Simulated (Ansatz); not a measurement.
# AsH₂+ (singlet): correlated methods under varied settings at distance As1–H3 = 3.319 Å

What do other methods and options give for AsH₂+ (singlet) at this geometry, and how long do they take?

Computed with Ansatz 0.2.0, Gaussian basis. Level: the settings change from run to run.

22 further runs of the same task are left out: 15 that didn't finish, 7 set aside as unsound or not needed. Runs told in other sessions of the task aren't counted.

## (1) What is computed

The geometry derives from a PBE0/def2-TZVP stationary point (not a proven minimum). One bond is set to the value named and the two fragments are kept rigid. No spin-orbit coupling is included. The filled d shell of As may be among the frozen orbitals whatever the setting's name suggests.

3 atoms, charge 1, spin multiplicity 1.

Atoms are counted from 1 here; the program's logs count them from 0.

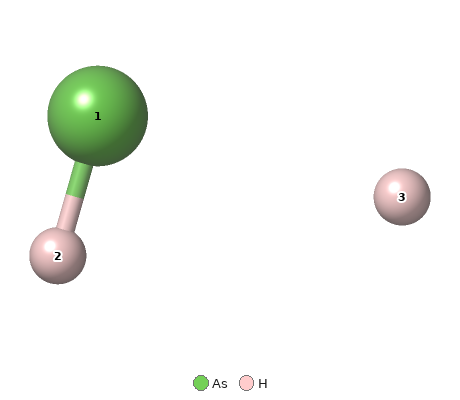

The geometry (arsenic green, hydrogen pink); atoms are numbered from 1 in the order of the file.

## (2) CASSCF(4,9)/cc-pVDZ

in.yaml reads:

```yaml
crystal:
  periodic: [false, false, false]
  atoms:
    - {symbol: As, position_ang: [0.000000, -0.044539, -0.016712]}
    - {symbol: H, position_ang: [0.000000, 1.028160, -1.107611]}
    - {symbol: H, position_ang: [0.000000, 2.282517, 2.349840]}
basis:
  gaussian: {orbitals: cc-pVDZ}
total_charge: 1
correlation: {active_space: {window: {electrons: 4, orbitals: 9}}}
accuracy: high
output: {forces: true}
```

Launch:

```bash
> ansatz run in.yaml --threads 1 --pin off --events-out ev --progress --plain --max-ram 2393MiB
```

The log of the run:

```text
Functional definition: HF
  name "HF"
  cite "Fock, Z. Phys. 61, 126 (1930) doi:10.1007/BF01340294"
  parent pbe
  exchange = exact_x
  correlation = 0
678 factors; integrals over basis functions are off by at most 4.5e-9 eV
mean field evaluation 1: about -60810.3705 eV, gradient 1.1e1 eV
mean field evaluation 2: about -60810.3775 eV, gradient 1.1e1 eV
mean field evaluation 4: about -60811.6698 eV, gradient 1.9e0 eV
mean field evaluation 8: about -60811.6913 eV, gradient 1.5e-3 eV
mean field evaluation 16: about -60808.9563 eV, gradient 2.2e0 eV
mean field evaluation 32: about -60809.7900 eV, gradient 8.9e0 eV
mean field -60811.69129164 eV, -2234.7884353228 hartree, gradient 5.9e-8 eV, S^2 0.000000; 5 other end points of the search recorded, 0 dependent functions left out
reference -60811.69129164 eV, -2234.7884353228 hartree; 17, 17 occupied and 20, 20 virtual orbitals, 678 factors
state -60815.79569350 eV, -2234.9392693092 hartree
the orbitals are reached from a further start. From the first start the search ends at -60815.79533224 eV, -2234.9392560333 hartree
the calculation of the forces begins
Total energy: -60815.79569350 eV, -2234.9392693092 hartree
Atom 0 at     0.000000    -0.044539    -0.016712 Å, force    -0.000000     0.411735     0.040391 eV/Å
Atom 1 at     0.000000     1.028160    -1.107611 Å, force     0.000000    -0.180801     0.203522 eV/Å
Atom 2 at     0.000000     2.282517     2.349840 Å, force    -0.000000    -0.230934    -0.243913 eV/Å
Dipole moment:     0.000000     0.080430    -0.118486 e Å
```

It took 6.5 s on 1 thread of Arm Neoverse V1, shared host.

From the report: 1,296 determinants; active occupations 1.93, 1.32, 0.68, 0.05, 0.01, 0.01, 0.01, 0.01, 0.00.

## (3) CCSD on RHF/cc-pVDZ

Edit in.yaml of step 2 so:

```diff
@@ -7,6 +7,7 @@
 basis:
-  gaussian: {orbitals: cc-pVDZ}
+  gaussian: {orbitals: cc-pVDZ, fitting: {mean_field: def2-universal-jkfit}}
 total_charge: 1
-correlation: {active_space: {window: {electrons: 4, orbitals: 9}}}
-accuracy: high
+magnetization: {spin_polarized: false}
+hamiltonian: {pseudopotentials: {relativity: scalar}}
+correlation: {method: ccsd, electrons: all}
 output: {forces: true}
```

Launched as before.

The log of the run (excerpt; [...] marks lines left out):

```text
Functional definition: HF
  name "HF"
  cite "Fock, Z. Phys. 61, 126 (1930) doi:10.1007/BF01340294"
  parent pbe
[...]
302 factors; integrals over basis functions are off by at most 7.1e-1 eV
[...]
mean field -61339.67657160 eV, -2254.1915364801 hartree, gradient 1.9e-6 eV, S^2 0.000000; 7 other end points of the search recorded, 0 dependent functions left out; unrestricted orbitals would lower it
[...]
determinant -61339.67657160 eV, -2254.1915364801 hartree, with singles and doubles -61344.99280890 eV, -2254.3869045974 hartree
determinant -61337.03320373 eV, -2254.0943945029 hartree, with singles and doubles -61343.26656548 eV, -2254.3234663220 hartree
determinant -61336.35034739 eV, -2254.0692999951 hartree, with singles and doubles -61340.49532791 eV, -2254.2216252196 hartree
unrestricted determinant -61342.61751804 eV, -2254.2996142684 hartree, S^2 1.0117
reference -61339.67657160 eV, -2254.1915364801 hartree; 17, 17 occupied and 20, 20 virtual orbitals, 302 factors
second order -4.13315918 eV of doubles, -0.00000000 eV of singles
cycle   1  -4.10630957 eV  change   -9.7e-1 eV  update   1.4e-1
[...]
cycle  22  -5.73957593 eV  change    2.8e-7 eV  update   5.7e-8
WARN: these amplitudes may be one of several solutions (largest doubles amplitude 0.67, level shift 5.34 eV)
[...]
Total energy: -61345.41614753 eV, -2254.4024620051 hartree
Relativity: scalar
Atom 0 at     0.000000    -0.044539    -0.016712 Å, force     0.000000     0.333034     0.315663 eV/Å
Atom 1 at     0.000000     1.028160    -1.107611 Å, force    -0.000000    -0.003778     0.032297 eV/Å
Atom 2 at     0.000000     2.282517     2.349840 Å, force     0.000000    -0.329255    -0.347960 eV/Å
Dipole moment:    -0.000000     0.110503    -0.097541 e Å
```

It took 4.9 s on 1 thread of Arm Neoverse V1, shared host.

From the report: correlation -5.7396 eV; T1 0.032; largest double amplitude 0.67. The report flags that the cluster equations may have other roots.

## (4) CCSD(T) on UHF/cc-pVDZ

in.yaml reads:

```yaml
crystal:
  periodic: [false, false, false]
  atoms:
    - {symbol: As, position_ang: [0.000000, -0.044539, -0.016712]}
    - {symbol: H, position_ang: [0.000000, 1.028160, -1.107611]}
    - {symbol: H, position_ang: [0.000000, 2.282517, 2.349840]}
basis:
  gaussian: {orbitals: cc-pVDZ}
total_charge: 1
magnetization: {spin_polarized: true, initial_magnetization: 0}
correlation: {method: ccsd_t, electrons: outside_noble_gas}
accuracy: high
```

Launched as before.

The log of the run (excerpt; [...] marks lines left out):

```text
Functional definition: HF
  name "HF"
  cite "Fock, Z. Phys. 61, 126 (1930) doi:10.1007/BF01340294"
  parent pbe
[...]
678 factors; integrals over basis functions are off by at most 4.5e-9 eV
[...]
mean field -60814.61233580 eV, -2234.8957817158 hartree, gradient 1.5e-8 eV, S^2 1.012693; 19 other end points of the search recorded, 0 dependent functions left out
determinant -60814.61233580 eV, -2234.8957817158 hartree, with singles and doubles -60816.97733310 eV, -2234.9826937636 hartree
determinant -60814.60505777 eV, -2234.8955142533 hartree, with singles and doubles -60816.97809948 eV, -2234.9827219276 hartree
determinant -60812.41612819 eV, -2234.8150725747 hartree, with singles and doubles -60814.44485440 eV, -2234.8896268881 hartree
determinant -60812.27548154 eV, -2234.8099039056 hartree, with singles and doubles -60814.49234982 eV, -2234.8913723125 hartree
determinant -60812.18472928 eV, -2234.8065688217 hartree, with singles and doubles -60814.41195310 eV, -2234.8884177876 hartree
determinant -60814.61233580 eV, -2234.8957817158 hartree, with singles and doubles -60816.97770070 eV, -2234.9827072728 hartree
determinant -60814.60505777 eV, -2234.8955142533 hartree, with singles and doubles -60816.98509943 eV, -2234.9829791709 hartree
[...]
14 core orbitals not correlated: weight in the atoms' cores, before any rotation towards them, 1.000 or more for the frozen orbitals, at most 0.000 for the correlated occupied ones
reference -60814.60505777 eV, -2234.8955142533 hartree; 3, 3 occupied and 20, 20 virtual orbitals, 678 factors
second order -1.75814746 eV of doubles, -0.00000000 eV of singles
cycle   1  -2.38004135 eV  change    3.0e-7 eV  update   1.7e-6
[...]
cycle  20  -2.38004193 eV  change  -6.2e-11 eV  update  5.0e-10
perturbative correction -0.04385259 eV, -0.0016115530 hartree
Total energy: -60817.02895230 eV, -2234.9845907341 hartree
```

It took 6.5 s on 1 thread of Arm Neoverse V1, shared host.

From the report: ⟨S²⟩ of the determinant 0.986 (pure singlet: 0.00); correlation -2.4239 eV; T1 0.016; largest double amplitude 0.10. The determinant of CCSD(T) (⟨S²⟩ 0.99) is far from a pure spin state, so its energy mixes those of several spin states; high orders of coupled cluster remove much of that, low ones don't.

## (5) The runs in one table

Where basis and cores are those of an earlier FCI/cc-pVDZ run (-60817.1111 eV), and the records show the same count of frozen orbitals and kind of state, the miss against it is given; a blank cell means that this couldn't be shown. † marks a result that the program doubts.

```tsv
level	correlated	functions	energy (eV)	from FCI (meV)	time
CASSCF(4,9)/cc-pVDZ		37	-60815.7957	1315.4	6.5 s
CCSD on RHF/cc-pVDZ (relativity set) †	all	37	-61345.4161		4.9 s
CCSD(T) on UHF/cc-pVDZ	outside noble gas	37	-60817.0290	82.2	6.5 s
```

## (6) Outcome

| quantity | value |
| --- | --- |
| runs | 3 |
| quickest | CCSD on RHF/cc-pVDZ (relativity set) †, 4.9 s |
| slowest | CCSD(T) on UHF/cc-pVDZ, 6.5 s |

What this shows: Total energies in different bases, with other cores or another treatment of relativity can't be set against each other. «valence» and «outside noble gas» are the program's key words; the logs give how many orbitals each freezes, and for Ga to Kr the 3d shell needn't follow the word's plain sense. The times lie within a factor of two. Hartree-Fock, CASSCF and CASCI lack dynamic correlation by design.
